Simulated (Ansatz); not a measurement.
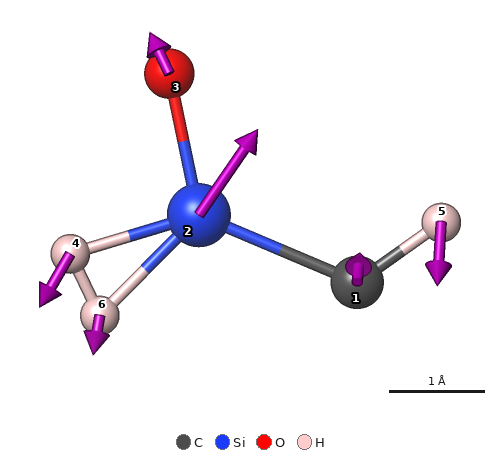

A relaxation of CH$_{3}$OSi (multiplicity 2). The starting structure is drawn; purple arrows show the displacements, at their true length. The two geometries are superimposed by the best rigid fit.

A ball-and-stick model, seen face on.

It is one of the separated reactants of a reaction.

Method: UKS PBE-D4/def2-SVP (Ansatz). (force threshold 0.03 eV/Å; at most 250 steps)

Atoms of which element are displaced furthest, and by how much?

Answer. Silicon: up to 1.11 Å, against 0.73 Å for hydrogen.

What did the optimiser do to the structure, and how much energy did it gain?

Answer. The energy falls by 69.8 kcal/mol in 13 accepted moves (14 points after the start). The largest force component goes from 6.2 to 0.009 eV/Å. The line search rejected the trial step at point 10 of the run. Si2 moves most after the best rigid fit: 1.11 Å. Largest moves by element: Si 1.11 Å, H 0.73 Å, O 0.51 Å, C 0.50 Å. Among the contacts that change: Si2–H4 1.420 → 2.983 Å, Si2–H6 1.484 → 2.957 Å, C1–Si2 1.811 → 1.759 Å, H4–H6 0.737 → 0.770 Å. Bonds break, among them: Si2–H4 (1.42 → 2.98 Å), Si2–H6 (1.48 → 2.96 Å). Bond angles that change, for instance: C1–Si2–O3 124.8° → 154.2°. Groups turn about C1–Si2 by about 175°.
